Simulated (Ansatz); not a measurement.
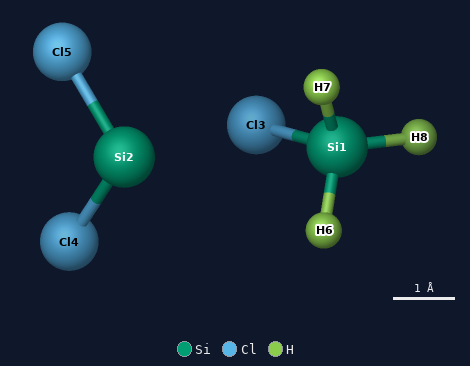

Fig. 1: The input geometry (ball-and-stick view, seen at a tilt; atoms are numbered from 1 in the order of the input). Bond lengths as drawn: Cl–Si 2.08 Å and H–Si 1.48 Å.

**Single-point calculation, with input and output: Si$_{2}$H$_{3}$Cl$_{3}$**

- system: Si$_{2}$H$_{3}$Cl$_{3}$
- method: RKS PBE0-D4/def2-TZVPP (Ansatz 0.2.0)

The geometry is the product side of a reaction. The reaction was set up to form Si1–Cl3 and to break Si1–Si2 and Si2–Cl3 (atoms counted from 1 in the order of the input); sticks are drawn by distance alone. The geometry comes from this level: PBE0-D4/def2-TZVP.

The input
```yaml
crystal:
  periodic: [false, false, false]
  atoms:
    - {symbol: Si, position_ang: [-0.024210, -0.390529, 1.580679]}
    - {symbol: Si, position_ang: [-0.462586, 0.956477, -1.670351]}
    - {symbol: Cl, position_ang: [1.018467, -1.047272, -0.089644]}
    - {symbol: Cl, position_ang: [-1.078482, -0.446569, -3.083964]}
    - {symbol: Cl, position_ang: [1.269499, 1.701423, -2.559495]}
    - {symbol: H, position_ang: [-1.465124, -0.596816, 1.325334]}
    - {symbol: H, position_ang: [0.295586, 1.038093, 1.782276]}
    - {symbol: H, position_ang: [0.446851, -1.214906, 2.715265]}
basis:
  gaussian: {orbitals: def2-TZVPP}
hamiltonian: {xc: pbe0, dispersion: d4}
output: {orbitals: {seedname: orbitals}}
```

Run as:
```bash
ansatz run in.yaml --threads 8 --pin off --events-out ev --progress --plain --max-ram 19148MiB
```

Output
```
Functional definition: PBE0
  name "PBE0"
  cite "Adamo & Barone, J. Chem. Phys. 110, 6158 (1999) doi:10.1063/1.478522"
  cite "Perdew, Burke & Ernzerhof, Phys. Rev. Lett. 77, 3865 (1996) doi:10.1103/PhysRevLett.77.3865"
  parent pbe
  parameter a = 0.25
  parameter kappa = 0.804
  parameter beta = 0.06672455060314922
  exchange = (1 - a)*pbe_x(kappa = kappa, mu = beta*pi^2/3) + a*exact_x
  correlation = pbe_c(beta = beta)
1734 factors; their error is unknown
mean field evaluation 1: about -53356.6377 eV, gradient 1.8e1 eV
mean field evaluation 2: about -53356.7539 eV, gradient 1.8e1 eV
mean field evaluation 4: about -53357.4365 eV, gradient 1.4e0 eV
mean field evaluation 8: about -53357.5697 eV, gradient 1.6e-1 eV
mean field evaluation 16: about -53357.5698 eV, gradient 3.7e-5 eV
mean field -53357.56976723 eV, -1960.8545218860 hartree, gradient 3.7e-5 eV, S^2 0.000000; 0 other end points of the search recorded, 0 dependent functions left out
reference -53357.56980312 eV, -1960.8545232050 hartree; 41, 41 occupied and 211, 211 virtual orbitals, 1734 factors
Total energy: -53357.83005641 eV, -1960.8640873368 hartree
```

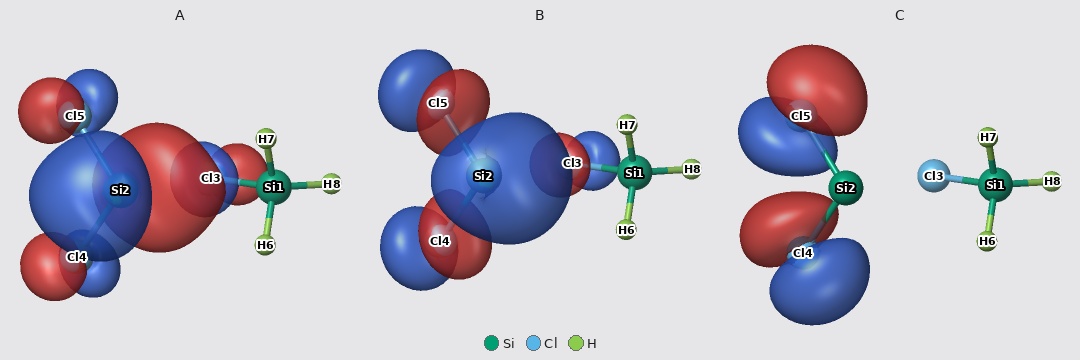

Fig. 2: Three frontier orbitals at ±0.08 Å⁻³ᐟ² (blue and red are the two phases). C is the HOMO−1 (−8.90 eV). B is the HOMO (−7.31 eV). Its weight (Hirshfeld) is mainly on Si2 (55 %), Cl5 (20 %) and Cl4 (20 %). A is the LUMO (−2.22 eV). By Hirshfeld shares it lies mainly on Si2 (65 %), Cl4 (10 %), Cl5 (10 %) and Cl3 (10 %). The HOMO–LUMO gap is 5.09 eV between the orbital energies.

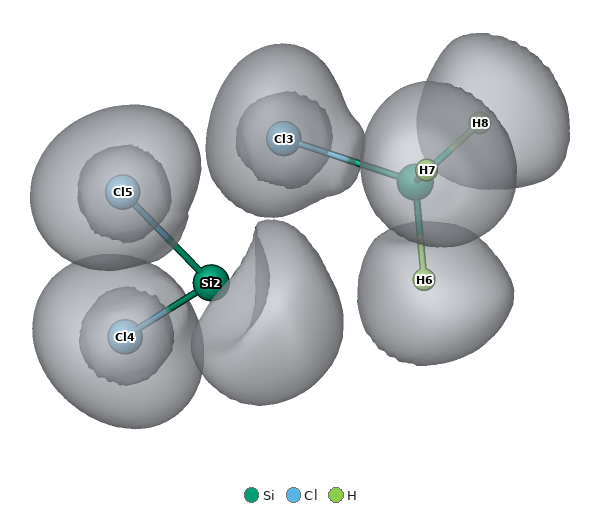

Fig. 3: Isosurface of the ELF at 0.75 (grey), seen at an oblique angle. Core shells and regions of very low density are left out. Along the contacts the grid gives the following. Si2···Cl3 (2.95 Å): the ELF is only about 0.20 between them.

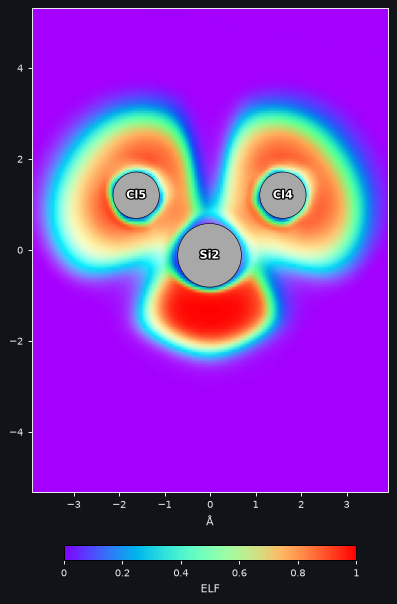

Fig. 4: Electron localisation function on the plane of atoms Cl4, Si2 and Cl5. Grey discs, where drawn, cover atomic cores. Atoms in the plane: Si and Cl. Si–Cl (2.08 Å): the ELF peaks at about 0.85 between the atoms (a shared but strongly polarised pair).

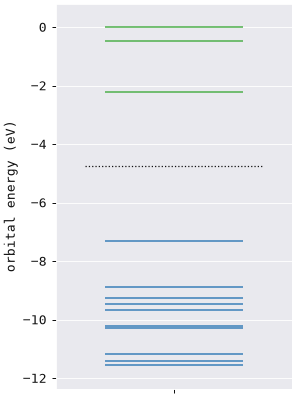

Fig. 5: Orbital energies near the frontier; the dotted line parts filled from empty levels, and levels within 0.02 eV of each other stand side by side. Highest filled −7.31 eV, lowest empty −2.22 eV, 5.09 eV apart.

Results in brief

```csv
quantity,value
outcome,converged
total energy,−53357.8301 eV
mean-field energy,−53357.5698 eV
dispersion energy,−0.2603 eV
SCF solution under orbital rotations,stable
HOMO,−7.31 eV
LUMO,−2.22 eV
hardware,"8 threads of Intel Xeon @ 2.50GHz, 31 GiB of memory available, shared host"
wall time,1.9 s (CPU time 12 s)
peak memory,0.9 GiB
```
